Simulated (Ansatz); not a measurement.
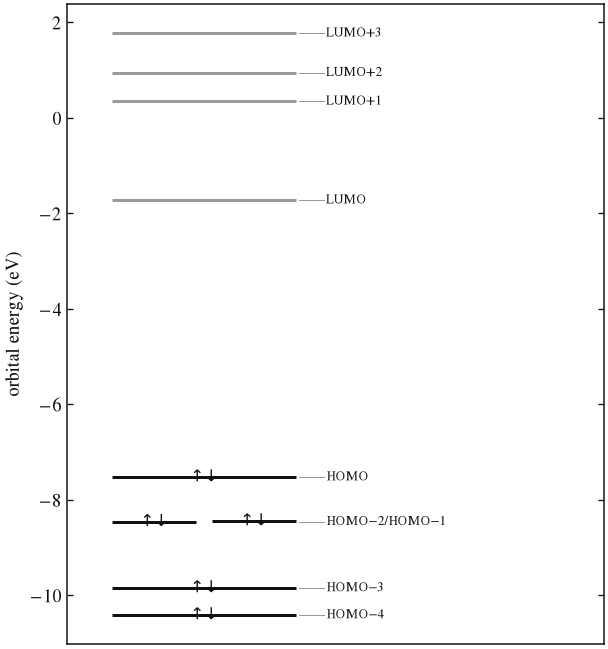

C₂H₆BF, SMILES CBCF. Kohn-Sham orbital energies near the frontier, B97M-V/def2-TZVPP in the Ansatz code, at a PBE0-D4/def2-TZVP geometry (a minimum by its frequencies), isolated molecule; empty levels in grey, levels within 0.03 eV side by side.

**Where do the frontier orbitals lie?**

HOMO at −7.52 eV, LUMO at −1.72 eV, 5.80 eV apart.

**How far below the HOMO does the next level lie?**

0.92 eV.

**List the levels.**

```
orbital  energy (eV)
 LUMO+3         1.78
 LUMO+2         0.95
 LUMO+1         0.35
   LUMO        −1.72
   HOMO        −7.52
 HOMO−1        −8.44
 HOMO−2        −8.46
 HOMO−3        −9.84
 HOMO−4       −10.41
```

Known limits of this run: one conformer of a flexible molecule; empty levels above zero depend strongly on the basis.
